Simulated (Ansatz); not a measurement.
# AlGeH (triplet): PBE, r2SCAN, PBE0, B3LYP, wB97M-V, B2PLYP, RPA-PBE over vertical gaps between states, cc-pVDZ, part 2 of 2

Ansatz 0.2.0, Gaussian basis; cc-pVDZ, all electrons in the functionals, frozen cores in the correlation of double hybrids and RPA. The steps go on from the part before.

## 15. wB97M-V, charge 0, singlet

Contents of in.yaml:

```yaml
crystal:
  periodic: [false, false, false]
  atoms:
    - {symbol: Ge, position_ang: [0.000000, -0.008843, 0.666646]}
    - {symbol: Al, position_ang: [0.000000, -0.026517, -1.782004]}
    - {symbol: H, position_ang: [0.000000, 1.347127, -0.341215]}
basis:
  gaussian: {orbitals: cc-pVDZ}
magnetization: {spin_polarized: true, initial_magnetization: 0}
hamiltonian: {xc: {name: wB97M-V}}
output: {orbitals: {seedname: orbitals}}
```

Started as:

```console
$ ansatz run in.yaml --threads 1 --pin off --events-out ev --progress --plain --max-ram 3956MiB --backend cpu
```

Output (excerpt; [...] marks lines left out):

```text
Functional definition: wB97M-V
  name "wB97M-V"
  cite "Mardirossian & Head-Gordon, J. Chem. Phys. 144, 214110 (2016) doi:10.1063/1.4952647"
  cite "Becke, J. Chem. Phys. 107, 8554 (1997) doi:10.1063/1.475007"
  cite "Vydrov & Van Voorhis, J. Chem. Phys. 133, 244103 (2010) doi:10.1063/1.3521275"
  # Of w^i u^j: cxij and so on, Table III.
[...]
  gx(w, u) = 1 - cx + cx01*u + cx10*w
  gss(w, u) = css00 + css04*u^4 + css10*w + css20*w^2 + css43*w^4*u^3
  gos(w, u) = cos00 + cos10*w + (cos20 + cos21*u)*w^2 + (cos60 + cos61*u)*w^6
[...]
      + integral(e_c_pw_mod_opposite_spin*gos(b97_w_opposite, b97_u_opposite)) + vv10(b, c)
554 factors; integrals over basis functions are off by at most 1.0e-3 eV
166 factors; integrals over basis functions are off by at most 1.1e-5 eV
[...]
mean field -63125.04295015 eV, -2319.8025407273 hartree, gradient 4.4e-6 eV, S^2 1.011429; 6 other end points of the search recorded, 0 dependent functions left out
reference -63125.04298232 eV, -2319.8025419093 hartree; 23, 23 occupied and 27, 27 virtual orbitals, 554 factors
Total energy: -63125.04298232 eV, -2319.8025419093 hartree
```

It took 38 s on 1 thread of AMD EPYC 7R13, shared host; peak memory 0.28 GiB.

From the report: ⟨S²⟩ of the determinant 1.011 (pure singlet: 0.00). The determinant is far from a pure spin state, so its energy mixes those of several spin states (harmless only where they are near-degenerate, as at dissociation).

From charge 0, triplet: +4.2 kcal/mol.

## 16. wB97M-V, charge 0, quintet

in.yaml, as its differences from that of step 15:

```diff
@@ -8,4 +8,4 @@
   gaussian: {orbitals: cc-pVDZ}
-magnetization: {spin_polarized: true, initial_magnetization: 0}
+magnetization: {spin_polarized: true, initial_magnetization: 4}
 hamiltonian: {xc: {name: wB97M-V}}
-output: {orbitals: {seedname: orbitals}}
+output: {forces: true, orbitals: {seedname: orbitals}}
```

The command is unchanged.

Output (excerpt; [...] marks lines left out):

```text
Functional definition: wB97M-V
  name "wB97M-V"
  cite "Mardirossian & Head-Gordon, J. Chem. Phys. 144, 214110 (2016) doi:10.1063/1.4952647"
  cite "Becke, J. Chem. Phys. 107, 8554 (1997) doi:10.1063/1.475007"
  cite "Vydrov & Van Voorhis, J. Chem. Phys. 133, 244103 (2010) doi:10.1063/1.3521275"
  # Of w^i u^j: cxij and so on, Table III.
[...]
  gx(w, u) = 1 - cx + cx01*u + cx10*w
  gss(w, u) = css00 + css04*u^4 + css10*w + css20*w^2 + css43*w^4*u^3
  gos(w, u) = cos00 + cos10*w + (cos20 + cos21*u)*w^2 + (cos60 + cos61*u)*w^6
[...]
      + integral(e_c_pw_mod_opposite_spin*gos(b97_w_opposite, b97_u_opposite)) + vv10(b, c)
554 factors; integrals over basis functions are off by at most 1.0e-3 eV
166 factors; integrals over basis functions are off by at most 1.1e-5 eV
[...]
mean field -63121.07013279 eV, -2319.6565423820 hartree, gradient 2.1e-9 eV, S^2 6.005981; 4 other end points of the search recorded, 0 dependent functions left out
[...]
reference -63121.07016334 eV, -2319.6565435047 hartree; 25, 21 occupied and 25, 29 virtual orbitals, 554 factors
Total energy: -63121.07016334 eV, -2319.6565435047 hartree
Atom 0 at     0.000000    -0.008843     0.666646 Å, force     0.000000    -0.794296     2.453116 eV/Å
Atom 1 at     0.000000    -0.026517    -1.782004 Å, force     0.000000     0.974681    -0.816443 eV/Å
Atom 2 at     0.000000     1.347127    -0.341215 Å, force    -0.000000    -0.180385    -1.636673 eV/Å
Dipole moment:    -0.000000    -0.035615    -0.196876 e Å
```

Run time: 34 s. Hardware: 1 thread of AMD EPYC 7R13, shared host; peak memory 0.28 GiB.

From the report: ⟨S²⟩ of the determinant 6.006 (pure quintet: 6.00).

From charge 0, triplet: +95.8 kcal/mol.

## 17. B2PLYP, charge 0, triplet

Contents of in.yaml:

```yaml
crystal:
  periodic: [false, false, false]
  atoms:
    - {symbol: Ge, position_ang: [0.000000, -0.008843, 0.666646]}
    - {symbol: Al, position_ang: [0.000000, -0.026517, -1.782004]}
    - {symbol: H, position_ang: [0.000000, 1.347127, -0.341215]}
basis:
  gaussian: {orbitals: cc-pVDZ}
magnetization: {spin_polarized: true, initial_magnetization: 2}
hamiltonian: {xc: {name: B2PLYP}}
correlation: {electrons: outside_noble_gas}
```

The command is unchanged.

Output (excerpt; [...] marks lines left out):

```text
Functional definition: B2PLYP
  name "B2PLYP"
  cite "Grimme, J. Chem. Phys. 124, 034108 (2006) doi:10.1063/1.2148954"
  cite "Becke, Phys. Rev. A 38, 3098 (1988) doi:10.1103/PhysRevA.38.3098"
  cite "Lee, Yang & Parr, Phys. Rev. B 37, 785 (1988) doi:10.1103/PhysRevB.37.785"
[...]
554 factors; integrals over basis functions are off by at most 1.0e-3 eV
[...]
mean field -63113.01221910 eV, -2319.3604195157 hartree, gradient 2.9e-6 eV, S^2 2.021539; 0 other end points of the search recorded, 0 dependent functions left out
19 core orbitals not correlated: weight in the atoms' cores, before any rotation towards them, 0.999 or more for the frozen orbitals, at most 0.000 for the correlated occupied ones
reference -63113.01233791 eV, -2319.3604238821 hartree; 5, 3 occupied and 26, 28 virtual orbitals, 554 factors
second order -4.13459538 eV of doubles, -0.00000000 eV of singles
Total energy: -63114.12867867 eV, -2319.4014486481 hartree
```

It took 1.8 s on 1 thread of AMD EPYC 7R13, shared host.

From the report: ⟨S²⟩ of the determinant 2.022 (pure triplet: 2.00).

## 18. B2PLYP, charge 0, singlet

in.yaml, as its differences from that of step 17:

```diff
@@ -8,3 +8,3 @@
   gaussian: {orbitals: cc-pVDZ}
-magnetization: {spin_polarized: true, initial_magnetization: 2}
+magnetization: {spin_polarized: true, initial_magnetization: 0}
 hamiltonian: {xc: {name: B2PLYP}}
```

Same command.

Output (excerpt; [...] marks lines left out):

```text
Functional definition: B2PLYP
  name "B2PLYP"
  cite "Grimme, J. Chem. Phys. 124, 034108 (2006) doi:10.1063/1.2148954"
  cite "Becke, Phys. Rev. A 38, 3098 (1988) doi:10.1103/PhysRevA.38.3098"
  cite "Lee, Yang & Parr, Phys. Rev. B 37, 785 (1988) doi:10.1103/PhysRevB.37.785"
[...]
554 factors; integrals over basis functions are off by at most 1.0e-3 eV
[...]
mean field -63112.85454202 eV, -2319.3546249901 hartree, gradient 2.1e-6 eV, S^2 1.029513; 8 other end points of the search recorded, 0 dependent functions left out
19 core orbitals not correlated: weight in the atoms' cores, before any rotation towards them, 1.000 or more for the frozen orbitals, at most 0.000 for the correlated occupied ones
reference -63112.85466071 eV, -2319.3546293515 hartree; 4, 4 occupied and 27, 27 virtual orbitals, 554 factors
second order -4.07058729 eV of doubles, -0.00000000 eV of singles
Total energy: -63113.95371927 eV, -2319.3950190090 hartree
```

It took 10 s on 1 thread of AMD EPYC 7R13, shared host.

From the report: ⟨S²⟩ of the determinant 1.030 (pure singlet: 0.00). The determinant is far from a pure spin state, so its energy mixes those of several spin states (harmless only where they are near-degenerate, as at dissociation).

From charge 0, triplet: +4.0 kcal/mol.

## 19. B2PLYP, charge 0, quintet

in.yaml, as its differences from that of step 18:

```diff
@@ -8,3 +8,3 @@
   gaussian: {orbitals: cc-pVDZ}
-magnetization: {spin_polarized: true, initial_magnetization: 0}
+magnetization: {spin_polarized: true, initial_magnetization: 4}
 hamiltonian: {xc: {name: B2PLYP}}
```

Launched as before.

Output (excerpt; [...] marks lines left out):

```text
Functional definition: B2PLYP
  name "B2PLYP"
  cite "Grimme, J. Chem. Phys. 124, 034108 (2006) doi:10.1063/1.2148954"
  cite "Becke, Phys. Rev. A 38, 3098 (1988) doi:10.1103/PhysRevA.38.3098"
  cite "Lee, Yang & Parr, Phys. Rev. B 37, 785 (1988) doi:10.1103/PhysRevB.37.785"
[...]
554 factors; integrals over basis functions are off by at most 1.0e-3 eV
[...]
mean field -63109.38874860 eV, -2319.2272594309 hartree, gradient 1.4e-6 eV, S^2 6.011277; 5 other end points of the search recorded, 0 dependent functions left out
19 core orbitals not correlated: weight in the atoms' cores, before any rotation towards them, 0.999 or more for the frozen orbitals, at most 0.000 for the correlated occupied ones
reference -63109.38886683 eV, -2319.2272637757 hartree; 6, 2 occupied and 25, 29 virtual orbitals, 554 factors
second order -3.10233311 eV of doubles, -0.00000000 eV of singles
Total energy: -63110.22649677 eV, -2319.2580461082 hartree
```

Wall time 6.5 s (1 thread of AMD EPYC 7R13, shared host).

From the report: ⟨S²⟩ of the determinant 6.011 (pure quintet: 6.00).

From charge 0, triplet: +90.0 kcal/mol.

## 20. RPA-PBE, charge 0, triplet

in.yaml, as its differences from that of step 19:

```diff
@@ -8,4 +8,4 @@
   gaussian: {orbitals: cc-pVDZ}
-magnetization: {spin_polarized: true, initial_magnetization: 4}
-hamiltonian: {xc: {name: B2PLYP}}
-correlation: {electrons: outside_noble_gas}
+magnetization: {spin_polarized: true, initial_magnetization: 2}
+hamiltonian: {xc: {name: PBE}}
+correlation: {method: rpa, electrons: outside_noble_gas}
```

Launched as before.

Output (excerpt; [...] marks lines left out):

```text
Functional definition: PBE
  name "PBE"
  cite "Perdew, Burke & Ernzerhof, Phys. Rev. Lett. 77, 3865 (1996) doi:10.1103/PhysRevLett.77.3865"
  parent pbe
[...]
554 factors; integrals over basis functions are off by at most 1.0e-3 eV
[...]
mean field -63116.63309494 eV, -2319.4934842486 hartree, gradient 6.8e-6 eV, S^2 2.006732; 0 other end points of the search recorded, 0 dependent functions left out
19 core orbitals not correlated: weight in the atoms' cores, before any rotation towards them, 0.999 or more for the frozen orbitals, at most 0.000 for the correlated occupied ones
reference -63069.55402663 eV, -2317.7633603994 hartree; 5, 3 occupied and 26, 28 virtual orbitals, 554 factors
Total energy: -63076.32993187 eV, -2318.0123703243 hartree
```

It took 1.7 s on 1 thread of AMD EPYC 7R13, shared host.

From the report: ⟨S²⟩ of the determinant 2.007 (pure triplet: 2.00).

## 21. RPA-PBE, charge 0, singlet

in.yaml, as its differences from that of step 20:

```diff
@@ -8,3 +8,3 @@
   gaussian: {orbitals: cc-pVDZ}
-magnetization: {spin_polarized: true, initial_magnetization: 2}
+magnetization: {spin_polarized: true, initial_magnetization: 0}
 hamiltonian: {xc: {name: PBE}}
```

Launched as before.

Output (excerpt; [...] marks lines left out):

```text
Functional definition: PBE
  name "PBE"
  cite "Perdew, Burke & Ernzerhof, Phys. Rev. Lett. 77, 3865 (1996) doi:10.1103/PhysRevLett.77.3865"
  parent pbe
[...]
554 factors; integrals over basis functions are off by at most 1.0e-3 eV
[...]
mean field -63116.46030528 eV, -2319.4871343458 hartree, gradient 2.1e-6 eV, S^2 1.010860; 14 other end points of the search recorded, 0 dependent functions left out
19 core orbitals not correlated: weight in the atoms' cores, before any rotation towards them, 0.999 or more for the frozen orbitals, at most 0.001 for the correlated occupied ones
reference -63069.33627514 eV, -2317.7553581799 hartree; 4, 4 occupied and 27, 27 virtual orbitals, 554 factors
Total energy: -63076.15671053 eV, -2318.0060045572 hartree
```

It took 17 s on 1 thread of AMD EPYC 7R13, shared host.

From the report: ⟨S²⟩ of the determinant 1.011 (pure singlet: 0.00). The determinant is far from a pure spin state, so its energy mixes those of several spin states (harmless only where they are near-degenerate, as at dissociation).

From charge 0, triplet: +4.0 kcal/mol.

## 22. RPA-PBE, charge 0, quintet

in.yaml, as its differences from that of step 21:

```diff
@@ -8,3 +8,3 @@
   gaussian: {orbitals: cc-pVDZ}
-magnetization: {spin_polarized: true, initial_magnetization: 0}
+magnetization: {spin_polarized: true, initial_magnetization: 4}
 hamiltonian: {xc: {name: PBE}}
```

The command is unchanged.

Output (excerpt; [...] marks lines left out):

```text
Functional definition: PBE
  name "PBE"
  cite "Perdew, Burke & Ernzerhof, Phys. Rev. Lett. 77, 3865 (1996) doi:10.1103/PhysRevLett.77.3865"
  parent pbe
[...]
554 factors; integrals over basis functions are off by at most 1.0e-3 eV
[...]
mean field -63112.91225114 eV, -2319.3567457609 hartree, gradient 1.0e-6 eV, S^2 6.001371; 9 other end points of the search recorded, 0 dependent functions left out
19 core orbitals not correlated: weight in the atoms' cores, before any rotation towards them, 0.999 or more for the frozen orbitals, at most 0.001 for the correlated occupied ones
reference -63066.36237798 eV, -2317.6460694749 hartree; 6, 2 occupied and 25, 29 virtual orbitals, 554 factors
Total energy: -63072.52100184 eV, -2317.8723947275 hartree
```

It took 7.5 s on 1 thread of AMD EPYC 7R13, shared host.

From the report: ⟨S²⟩ of the determinant 6.001 (pure quintet: 6.00).

From charge 0, triplet: +87.8 kcal/mol.

## 23. Against the wave-function levels

The yardstick is full CI for this spin, exact in this basis with these frozen cores. It comes from earlier runs at the same points. Energies in kcal/mol, counted from charge 0, triplet; blanks weren't run or aren't comparable.

| level | triplet to singlet | triplet to quintet |
| --- | --- | --- |
| FCI | 12.4 | 85.6 |
| PBE |  | 85.8 |
| r2SCAN |  | 80.9 |
| PBE0 |  | 85.3 |
| B3LYP |  | 91.9 |
| wB97M-V |  | 95.8 |
| B2PLYP |  | 90.0 |
| RPA-PBE |  | 87.8 |

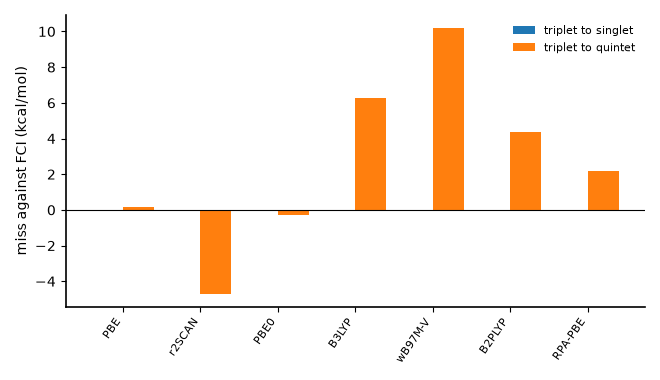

Misses of the gaps against FCI.

Largest miss and mean time a point (FCI took 57 s a point; shared hosts):

| level | largest miss (kcal/mol) | where | time a point |
| --- | --- | --- | --- |
| PBE | +0.2 | triplet to quintet | 4.7 s |
| r2SCAN | -4.7 | triplet to quintet | 14 s |
| PBE0 | -0.3 | triplet to quintet | 9.8 s |
| B3LYP | +6.3 | triplet to quintet | 6.1 s |
| wB97M-V | +10.2 | triplet to quintet | 27 s |
| B2PLYP | +4.3 | triplet to quintet | 6.1 s |
| RPA-PBE | +2.2 | triplet to quintet | 8.6 s |

## 24. What came out

The summary covers parts 1 to 2.

| quantity | value |
| --- | --- |
| triplet to singlet, FCI | 12.4 kcal/mol |
| triplet to quintet, FCI | 85.6 kcal/mol |
| largest miss, PBE | +0.2 kcal/mol (triplet to quintet) |
| largest miss, r2SCAN | -4.7 kcal/mol (triplet to quintet) |
| largest miss, PBE0 | -0.3 kcal/mol (triplet to quintet) |
| largest miss, B3LYP | +6.3 kcal/mol (triplet to quintet) |
| largest miss, wB97M-V | +10.2 kcal/mol (triplet to quintet) |
| largest miss, B2PLYP | +4.3 kcal/mol (triplet to quintet) |
| largest miss, RPA-PBE | +2.2 kcal/mol (triplet to quintet) |

Of the functionals, PBE keep the smallest largest miss at the points compared (at most 0.2 kcal/mol) and wB97M-V strays most (10.2 kcal/mol, at triplet to quintet). PBE, r2SCAN, PBE0, B3LYP, wB97M-V, B2PLYP, RPA-PBE clearly break the spin symmetry at some points (⟨S²⟩ up to 1.03 above the pure value), so energy there is bought with a mixed spin. Functionals and the yardstick converge differently with the basis, so part of each miss in cc-pVDZ is the basis.
